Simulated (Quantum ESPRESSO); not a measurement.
# CuF2: parallel and opposed starts, part 2 of 2

A self-consistent run ends on one state, which hangs on the start. Several orders of CuF2 are started in Quantum ESPRESSO and their energies compared.

Quantum ESPRESSO 7.5; LDA; plane waves with GBRV 1.5 LDA potentials, no spin-orbit coupling.

So far: The structure; Start 1: ferro ++.

### Step 3. Run 2 (antiferro +−)

pw.in reads:

```
&CONTROL
  calculation = 'scf'
  prefix = 'pwscf'
  outdir = './tmp'
  pseudo_dir = './pseudo'
  disk_io = 'nowf'
/
&SYSTEM
  ibrav = 0
  celldm(1) = 8
  nat = 6
  ntyp = 3
  ecutwfc = 40
  ecutrho = 280
  nbnd = 44
  occupations = 'smearing'
  smearing = 'fd'
  degauss = 0.00367493
  nspin = 2
  starting_magnetization(1) = 0.0526
  starting_magnetization(2) = -0.0526
  starting_magnetization(3) = 0
/
&ELECTRONS
  conv_thr = 1.2d-08
  electron_maxstep = 150
  mixing_beta = 0.3
/
ATOMIC_SPECIES
Cu1    63.5460 cu_lda_v1.2.uspp.F.UPF
Cu2    63.5460 cu_lda_v1.2.uspp.F.UPF
F      18.9984 f_lda_v1.4.uspp.F.UPF
CELL_PARAMETERS alat
   0.7842363417197    0.0000000000000    0.0000000000000
   0.0000000000000    1.0724195757251    0.0000000000000
  -0.6583022279400    0.0000000000000    1.0768918614287
ATOMIC_POSITIONS crystal
Cu1     0.0000000000    0.0000000000    0.0000000000
Cu2     0.0000000000    0.5000000000    0.5000000000
F       0.2560000000    0.3000000000    0.3000000000
F       0.7440000000    0.8000000000    0.2000000000
F       0.7440000000    0.7000000000    0.7000000000
F       0.2560000000    0.2000000000    0.8000000000
K_POINTS automatic
8 4 4 0 0 0
```

The run is started by

```sh
$ OMP_NUM_THREADS=1 mpirun -n 4 pw.x -nk 4 -in pw.in > pw.out
```

The program printed:

```text
[banner, memory and clock lines left out]
Program PWSCF v.7.5 starts

     Message from routine setup:
     using ibrav=0 with symmetry is DISCOURAGED, use correct ibrav instead

     bravais-lattice index     =            0
     lattice parameter (alat)  =       8.0000  a.u.
     unit-cell volume          =     463.7178 (a.u.)^3
     number of atoms/cell      =            6
     number of atomic types    =            3
     number of electrons       =        66.00
     number of Kohn-Sham states=           44
     kinetic-energy cutoff     =      40.0000  Ry
     charge density cutoff     =     280.0000  Ry
     scf convergence threshold =      1.2E-08
     mixing beta               =       0.3000
     number of iterations used =            8  plain     mixing
     Exchange-correlation=  SLA  PZ   NOGX NOGC
                           (   1   1   0   0   0   0   0)

     celldm(1)=   8.000000  celldm(2)=   0.000000  celldm(3)=   0.000000
     celldm(4)=   0.000000  celldm(5)=   0.000000  celldm(6)=   0.000000

     crystal axes: (cart. coord. in units of alat)
               a(1) = (   0.784236   0.000000   0.000000 )
               a(2) = (   0.000000   1.072420   0.000000 )
               a(3) = (  -0.658302   0.000000   1.076892 )

     reciprocal axes: (cart. coord. in units 2 pi/alat)
               b(1) = (  1.275126 -0.000000  0.779482 )
               b(2) = (  0.000000  0.932471 -0.000000 )
               b(3) = (  0.000000  0.000000  0.928598 )

     PseudoPot. # 1 for Cu read from file:
     cu_lda_v1.2.uspp.F.UPF
     Pseudo is Ultrasoft + core correction, Zval = 19.0

     PseudoPot. # 2 for Cu read from file:
     cu_lda_v1.2.uspp.F.UPF
     Pseudo is Ultrasoft + core correction, Zval = 19.0

     PseudoPot. # 3 for F  read from file:
     f_lda_v1.4.uspp.F.UPF
     Pseudo is Ultrasoft, Zval =  7.0

     atomic species   valence    mass     pseudopotential
     Cu1              19.00    63.54600     Cu( 1.00)
     Cu2              19.00    63.54600     Cu( 1.00)
     F                 7.00    18.99840     F ( 1.00)

     Starting magnetic structure
     atomic species   magnetization
     Cu1             0.053
     Cu2            -0.053
     F               0.000

      2 Sym. Ops., with inversion, found

   Cartesian axes

     site n.     atom                  positions (alat units)
         1        Cu1    tau(   1) = (   0.0000000   0.0000000   0.0000000  )
         2        Cu2    tau(   2) = (  -0.3291511   0.5362098   0.5384459  )
         3        F      tau(   3) = (   0.0032738   0.3217259   0.3230676  )
         4        F      tau(   4) = (   0.4518114   0.8579357   0.2153784  )
         5        F      tau(   5) = (   0.1226603   0.7506937   0.7538243  )
         6        F      tau(   6) = (  -0.3258773   0.2144839   0.8615135  )

     number of k points=    68  Fermi-Dirac smearing, width (Ry)=  0.0037
                       cart. coord. in units 2pi/alat
        k(    1) = (   0.0000000   0.0000000   0.0000000), wk =   0.0078125
        k(    2) = (   0.0000000   0.0000000   0.2321496), wk =   0.0156250
        k(    3) = (   0.0000000   0.0000000  -0.4642992), wk =   0.0078125
        k(    4) = (   0.0000000   0.2331177   0.0000000), wk =   0.0156250
        k(    5) = (   0.0000000   0.2331177   0.2321496), wk =   0.0156250
        [... 63 further k-points ...]

     Dense  grid:    36723 G-vectors     FFT dimensions: (  36,  45,  54)

     Smooth grid:    15901 G-vectors     FFT dimensions: (  25,  36,  45)

     Generating pointlists ...
     new r_m :   0.1858 (alat units)  1.4865 (a.u.) for type    1
     new r_m :   0.1858 (alat units)  1.4865 (a.u.) for type    2
     new r_m :   0.1858 (alat units)  1.4865 (a.u.) for type    3

     Initial potential from superposition of free atoms

     starting charge      64.0000, renormalised to      66.0000
     Starting wfcs are   42 randomized atomic wfcs +    2 random wfcs

     Self-consistent Calculation

     iteration #  1     ecut=    40.00 Ry     beta= 0.30
     Davidson diagonalization with overlap
     ethr =  1.00E-02,  avg # of iterations =  5.4

     total energy              =   -1001.15565064 Ry
     estimated scf accuracy    <       0.82550858 Ry

     total magnetization       =     0.00 Bohr mag/cell
     absolute magnetization    =     1.58 Bohr mag/cell

     iteration #  2     ecut=    40.00 Ry     beta= 0.30
     Davidson diagonalization with overlap
     ethr =  1.25E-03,  avg # of iterations =  2.0

     total energy              =   -1001.31386810 Ry
     estimated scf accuracy    <       0.10518004 Ry

     total magnetization       =     0.00 Bohr mag/cell
     absolute magnetization    =     1.22 Bohr mag/cell

     [... further iterations left out ...]

     iteration # 13     ecut=    40.00 Ry     beta= 0.30
     Davidson diagonalization with overlap
     ethr =  2.08E-10,  avg # of iterations =  1.7

     total energy              =   -1001.32302437 Ry
     estimated scf accuracy    <       0.00000001 Ry

     total magnetization       =    -0.00 Bohr mag/cell
     absolute magnetization    =     1.28 Bohr mag/cell

     iteration # 14     ecut=    40.00 Ry     beta= 0.30
     Davidson diagonalization with overlap
     ethr =  1.97E-11,  avg # of iterations =  3.0

     Magnetic moment per site  (integrated on atomic sphere of radius R)
     atom   1 (R=0.186)  charge= 16.2777  magn=  0.4911
     atom   2 (R=0.186)  charge= 16.2785  magn= -0.4911
     atom   3 (R=0.186)  charge=  6.2808  magn= -0.0026
     atom   4 (R=0.186)  charge=  6.2802  magn=  0.0026
     atom   5 (R=0.186)  charge=  6.2808  magn= -0.0026
     atom   6 (R=0.186)  charge=  6.2802  magn=  0.0026

     End of self-consistent calculation

     Number of k-points >= 100: set verbosity='high' to print the bands.

     the Fermi energy is     5.6160 ev

!    total energy              =   -1001.32302438 Ry
     estimated scf accuracy    <          4.3E-09 Ry
     smearing contrib. (-TS)   =      -0.00112862 Ry
     internal energy E=F+TS    =   -1001.32189575 Ry

     The total energy is F=E-TS. E is the sum of the following terms:
     one-electron contribution =    -791.79507160 Ry
     hartree contribution      =     424.85935923 Ry
     xc contribution           =    -112.77780326 Ry
     ewald contribution        =    -521.60838012 Ry

     total magnetization       =     0.00 Bohr mag/cell
     absolute magnetization    =     1.28 Bohr mag/cell

     convergence has been achieved in  14 iterations
```

The job ended after 56 s (4 MPI ranks of Arm Neoverse V2, shared host; peak memory 0.57 GiB).

Spin moment in the atom's sphere by atom:

```csv
atom,spin moment in the atom's sphere (μB)
Cu1,0.491
Cu2,-0.491
F3,-0.003
F4,0.003
F5,-0.003
F6,0.003
```

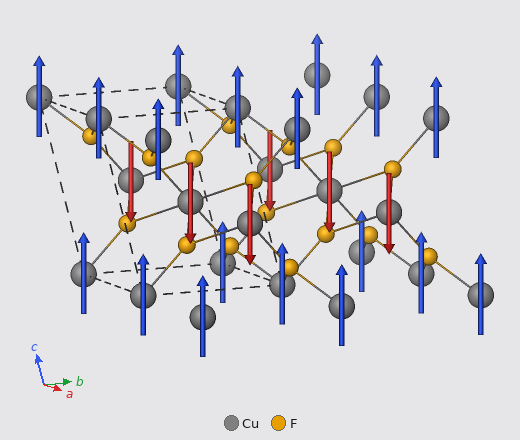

Spin moment in the atom's sphere as arrows, the longest 0.491 μB. Up and down stand for the sign. Arrows give size and sign along the axis of quantisation, drawn up and down the page. The two directions have two colours. Bonds to atoms that aren't drawn are left out. 2×2×1 cells are drawn. Some periodic images of atoms are drawn too.

Numbers from this step:

* smearing term TS: 0.01536 eV
* magnetization: 0 μB
* absolute magnetization: 1.276 μB
* final state: antiferromagnetic

### Step 4. Start 3: no spin polarisation

pw.in: that of step 3 with these lines changed.

```diff
@@ -11,3 +11,3 @@
   nat = 6
-  ntyp = 3
+  ntyp = 2
   ecutwfc = 40
@@ -18,6 +18,2 @@
   degauss = 0.00367493
-  nspin = 2
-  starting_magnetization(1) = 0.0526
-  starting_magnetization(2) = -0.0526
-  starting_magnetization(3) = 0
 /
@@ -29,4 +25,3 @@
 ATOMIC_SPECIES
-Cu1    63.5460 cu_lda_v1.2.uspp.F.UPF
-Cu2    63.5460 cu_lda_v1.2.uspp.F.UPF
+Cu     63.5460 cu_lda_v1.2.uspp.F.UPF
 F      18.9984 f_lda_v1.4.uspp.F.UPF
@@ -37,4 +32,4 @@
 ATOMIC_POSITIONS crystal
-Cu1     0.0000000000    0.0000000000    0.0000000000
-Cu2     0.0000000000    0.5000000000    0.5000000000
+Cu      0.0000000000    0.0000000000    0.0000000000
+Cu      0.0000000000    0.5000000000    0.5000000000
 F       0.2560000000    0.3000000000    0.3000000000
```

The program printed:

```text
     [... lines left out ...]
Program PWSCF v.7.5 starts
     [... lines left out ...]
     number of atoms/cell      =            6
     [... lines left out ...]
     number of electrons       =        66.00
     number of Kohn-Sham states=           44
     kinetic-energy cutoff     =      40.0000  Ry
     charge density cutoff     =     280.0000  Ry
     scf convergence threshold =      1.2E-08
     [... lines left out ...]
      4 Sym. Ops., with inversion, found ( 2 have fractional translation)
     [... lines left out ...]
     number of k points=    54  Fermi-Dirac smearing, width (Ry)=  0.0037
     [... lines left out ...]
     iteration # 10     ecut=    40.00 Ry     beta= 0.30
     [... lines left out ...]
     the Fermi energy is     5.6201 ev
!    total energy              =   -1001.31934017 Ry
     estimated scf accuracy    <          2.9E-09 Ry
     smearing contrib. (-TS)   =      -0.00300004 Ry
     [... lines left out ...]
     convergence has been achieved in  10 iterations
```

It took 18 s on 4 MPI ranks; peak memory 0.42 GiB; 70 s of CPU time.

Read from the output:

```yaml
smearing_term_ts: 0.04082 eV
final_state: non-magnetic (no spin polarisation)
```

### Step 5. The states side by side

An order is kept where moments of 0.15 μB or more survive with the typed signs; meshes match where a doubled cell samples the same k points as the first cell.

Orders:

```csv
start,final state,typed order kept,energy over the lowest (meV a seeded atom),largest site moment (μB),net moment (μB a cell of the first run),mesh matched,CPU time (s)
ferro ++,ferromagnetic,yes,19.6,0.3684,1.007,yes,234.4
antiferro +-,antiferromagnetic,yes,0,0.4911,0,yes,223.6
no spin polarisation,non-magnetic,-,25.06,0,0,yes,70.15
```

### Step 6. What came out

| Quantity | Value |
| --- | --- |
| lowest state found | antiferromagnetic (from antiferro +-) |
| largest site moment | 0.491 μB |
| next state with moments | ferromagnetic, 19.6 meV a seeded atom higher |
| state without moments | 25.1 meV a seeded atom higher |

What this shows: At this level spin polarisation gains little. The smearing terms TS of the orders run from 7.7 to 16 meV a seeded atom, so the differences would change at a smaller width: an order with a larger TS is lowered more by the smearing. This is the lowest of 3 collinear or spinless starts, no proof of the ground state. No Hubbard term acts here. In such compounds local and semilocal functionals without one often delocalise the d electrons, and can shrink or lose moments and miss the size, sign and order of the couplings. The smearing term is large for its width, so states at the Fermi level are partly filled: at this level the cell is a metal or has a gap of a few widths at most. By charge balance Cu is d9; such ions mostly distort their surroundings (Jahn–Teller), and their compounds are mostly insulators, which a run without U in an unrelaxed cell can miss.

[Logs and program files are shortened in this print: banners, set-up blocks, solver, clock and traceback lines can be left out without a mark of their own.]

[Logs are printed without paths, hosts, clocks, repeated set-up lines and the standing remarks that a program may print on its own settings, such as how far it seeks lower states.]

[Hosts, paths, dates, database ids (printed as entryN), source tags and the programs' standing remarks are cut or masked in the printed files.]

[Where a cell is said to come from a database of computed structures, the database is the Materials Project.]
